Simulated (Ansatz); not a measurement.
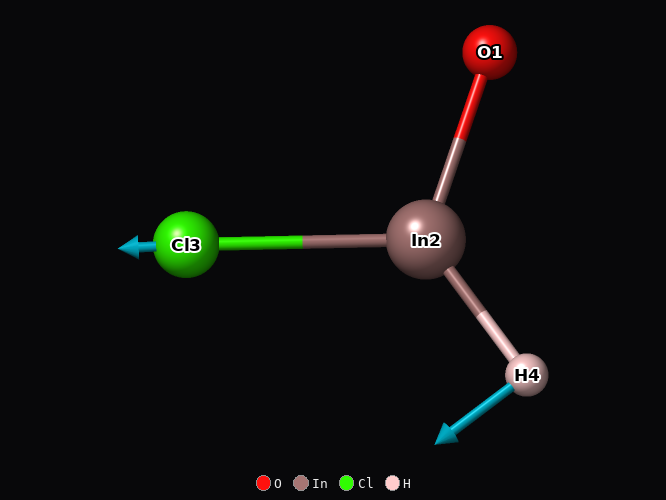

The arrows show one normal mode. State: neutral, doublet. Harmonic vibrations computed with UKS PBE0-D4/def2-TZVP, core potentials on In (Ansatz 0.2.0) at a stationary point of the same level.

Estimate its harmonic wavenumber.

360 cm⁻¹; it is mode 2 of 6 counted from the lowest.
